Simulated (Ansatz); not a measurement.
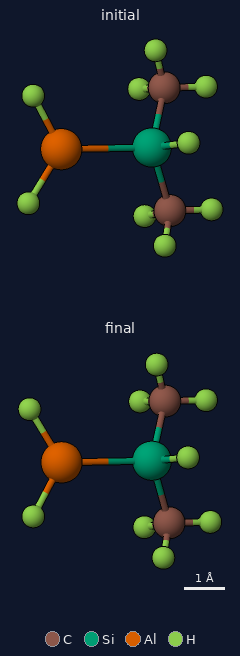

The structure of C2H9AlSi before (top) and after (bottom) a relaxation, at one scale.

Style: ball-and-stick. Shown at a tilt.

The start comes from PBE-D4/def2-SVP.

Level of theory: RKS PBE0-D4/def2-TZVP in Ansatz. Settings: force threshold 0.005 eV/Å; at most 150 steps.

**Summarise the run.**

After 13 geometry steps the energy has fallen by 0.042 eV. The largest force component goes from 0.53 to 0.00092 eV/Å. The forces were under the threshold at step 4, but the run went on from there. The largest move after the best rigid fit is that of an H atom, 0.26 Å. Largest moves by element: H 0.26 Å, C 0.04 Å, Si 0.01 Å, Al 0.01 Å. Among the contacts that change: C–Si 1.906 → 1.884 Å, H–Si 1.519 → 1.501 Å, Al–H 1.611 → 1.594 Å, C–H 1.110 → 1.093 Å.
